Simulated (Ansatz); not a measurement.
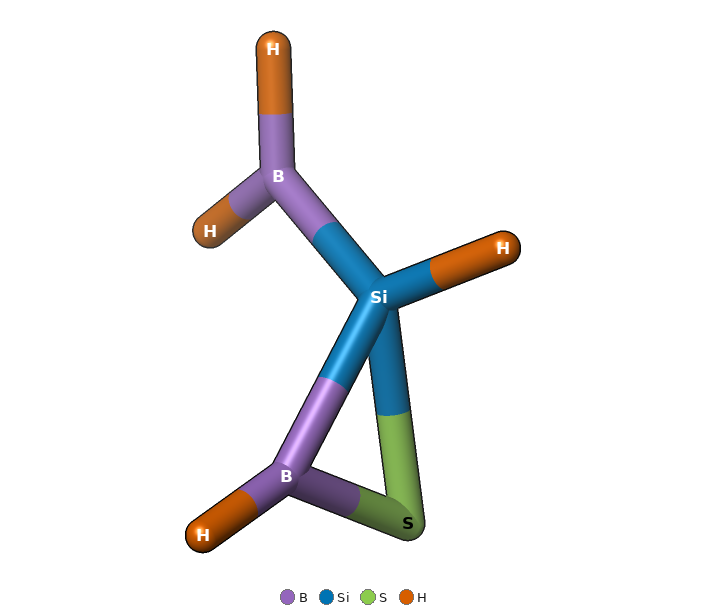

The computed structure is the end point of a PBE-D4/def2-SVP optimisation. No frequency run is at hand to confirm it as a minimum. Method: RKS PBE-D4/def2-SVP (Ansatz 0.2.0).

Estimate the dispersion correction.

Answer. −18.1 kJ/mol.

Estimate the dipole moment.

Answer. 0.44 D.
